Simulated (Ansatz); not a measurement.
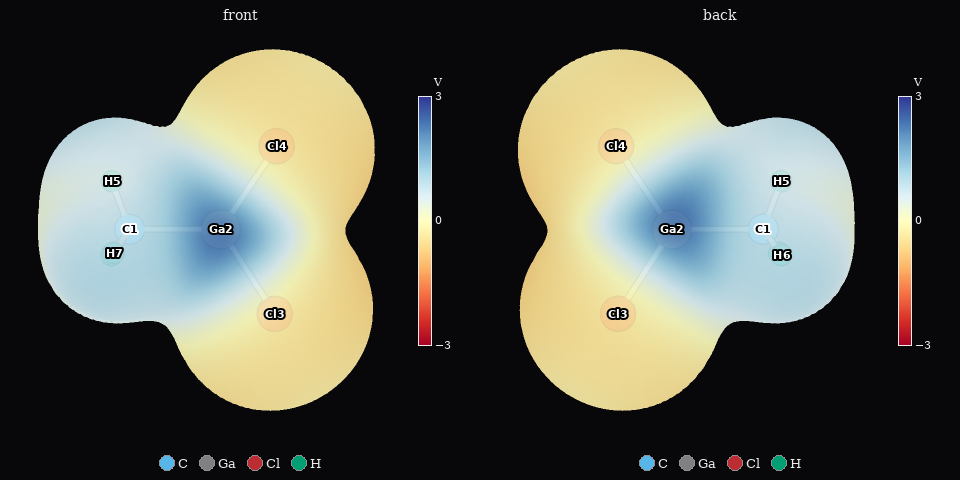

Figure. CH3Cl2Ga (SMILES [CH3][Ga]([Cl])[Cl]). The molecular electrostatic potential painted on the density surface at 0.001 e/bohr³, seen from the front and from behind; red is negative and blue positive.

Geometry: PBE0-D4/def2-TZVP.

Computed with Ansatz 0.2.0, RKS PBE0-D4/def2-TZVPP.

```xyz
7

C    -0.2100    0.9792   -0.1186
Ga    0.1804   -0.9111    0.1065
Cl    1.8531   -1.6183    1.2348
Cl   -1.0057   -2.4710   -0.7474
H    -1.1601    1.1135   -0.6338
H    -0.2459    1.4633    0.8584
H     0.5883    1.4444   -0.6999
```

Question: Which sites attract a positive test charge, and which a negative one?

Answer: A positive charge is drawn to the negative regions and a negative charge to the positive ones. The most negative region (about −0.7 V) lies over Cl3 and Cl4, the most positive (about +2.2 V) over Ga2.
